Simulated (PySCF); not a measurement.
# BNH4 (BH2(NH2)) at CCSD(T)/STO-3G

Aim: the vertical ionisation energy of BNH4 (BH2(NH2)) at CCSD(T)/STO-3G, from 2 runs. Input form: a Python script.

The calculation is run with PySCF 2.14.0.

6 further runs of the same task are left out: 6 set aside as unsound or not needed.

## (1) The structure to begin with

BNH4: 6 atoms, total charge 0, spin state singlet. As SMILES, `[H]B([H])N`. The shape is that of a GFN2-xTB optimisation.

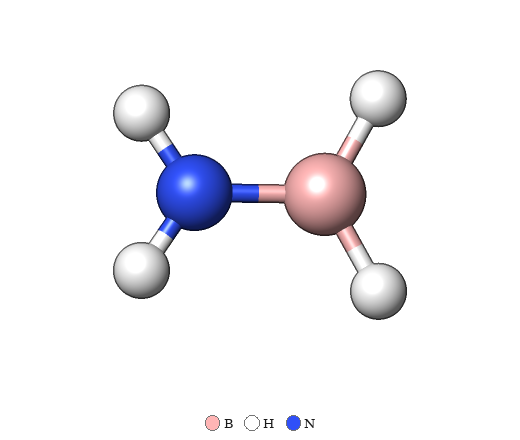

The structure, seen from a chosen angle (boron pink, hydrogen white, nitrogen blue).

## (2) The energy at CCSD(T)/STO-3G

job.py reads:

```python
from pyscf import gto, cc

system = gto.M(
    atom='''
B    0.341950   0.595150   0.003650
H    1.330110   0.674300   0.627440
H   -0.078600   1.496820  -0.614110
N   -0.345390  -0.598720  -0.003870
H   -1.199300  -0.750580  -0.515060
H   -0.048780  -1.416960   0.501960
''',
    spin=0,
    verbose=3,
    max_memory=1860,
    basis='sto-3g',
)

mf = system.RHF()
mf.conv_tol = 1e-10
mf.kernel()
if not mf.converged:
    mf = mf.newton().run(mf.mo_coeff, mf.mo_occ)

mycc = cc.CCSD(mf, frozen=2)
mycc.kernel()
e_t = mycc.ccsd_t()
e_final = mycc.e_tot + e_t
print('E = %.10f Eh' % e_final)
```

The run is started by

```
$ OMP_NUM_THREADS=1 python job.py
```

What it wrote:

```text
converged SCF energy = -80.4653693325465
E(CCSD) = -80.58292664054446  E_corr = -0.117557307998003
CCSD(T) correction = -0.00224920602043397
E = -80.5851758466 Eh
```

Wall time 0.62 s (1 thread of Arm Neoverse V2, shared host); peak memory 0.12 GiB.

## (3) The doublet cation, same level

input.py reads:

```python
from pyscf import gto, scf, cc

molecule = gto.M(
    atom='''
B      0.646192     1.124671     0.006898
H      2.513544     1.274242     1.185690
H     -0.148532     2.828580    -1.160500
N     -0.652693    -1.131417    -0.007313
H     -2.266349    -1.418391    -0.973322
H     -0.092181    -2.677666     0.948567
''',
    basis='sto-3g',
    unit='bohr',
    max_memory=1860,
    spin=1,
    charge=1,
    verbose=3,
)

hf = scf.UHF(molecule)
hf.conv_tol = 1e-10
hf.kernel()
if not hf.converged:
    hf = hf.newton().run(hf.mo_coeff, hf.mo_occ)

mycc = cc.CCSD(hf, frozen=2)
mycc.kernel()
e_t = mycc.ccsd_t()
etot = mycc.e_tot + e_t
print('E = %.10f Eh' % etot)
```

The run is started by

```
$ OMP_NUM_THREADS=1 python input.py
```

What it wrote:

```text
converged SCF energy = -80.1627877398686  <S^2> = 0.75794324  2S+1 = 2.0079275
E(UCCSD) = -80.25496591492339  E_corr = -0.09217817505481359
UCCSD(T) correction = -0.000628382473111524
E = -80.2555942974 Eh
```

Run time: 0.6 s. Hardware: 1 thread of Arm Neoverse V2, shared host; peak memory 0.1 GiB.

## (4) What came out

At CCSD(T)/STO-3G, 2 core orbitals frozen:

| quantity | value |
| --- | --- |
| singlet BNH4: total energy | -80.58518 Eh |
| singlet BNH4: dipole moment (Hartree–Fock density) | 1.75 D |
| singlet BNH4: HOMO energy (Hartree–Fock orbitals) | -10.33 eV |
| singlet BNH4: LUMO energy (Hartree–Fock orbitals) | 9.20 eV |
| singlet BNH4: HOMO–LUMO gap (Hartree–Fock orbitals) | 19.54 eV |
| singlet BNH4: correlation energy (2 core orbitals frozen) | -119.8 mEh |
| singlet BNH4: (T) correction | -2.25 mEh |
| singlet BNH4: T1 diagnostic | 0.021 |
| doublet cation: total energy | -80.25559 Eh |
| doublet cation: HOMO energy (Hartree–Fock orbitals) (highest over α and β) | -19.70 eV |
| doublet cation: LUMO energy (Hartree–Fock orbitals) (lowest over α and β) | -6.62 eV |
| doublet cation: correlation energy (2 core orbitals frozen) | -92.8 mEh |
| doublet cation: (T) correction | -0.63 mEh |
| doublet cation: ⟨S²⟩ of the reference determinant | 0.758 |
| doublet cation: T1 diagnostic | 0.007 |
| vertical ionisation energy (to the doublet cation) | 8.968 eV |

The vertical ionisation energy comes to 8.97 eV (865 kJ/mol). In a minimal basis such a difference can be off by several eV, whatever the method. The T1 diagnostic (singlet BNH4) of 0.021 is above the customary mark for such species, so a single reference may not serve. Mulliken charges (singlet BNH4) of the mean-field density run from -0.49 on N4 to +0.27 on B1; they depend strongly on the basis. The triples (singlet BNH4) make up 1.9 % of the correlation energy. The triples (doublet cation) make up 0.7 % of the correlation energy.
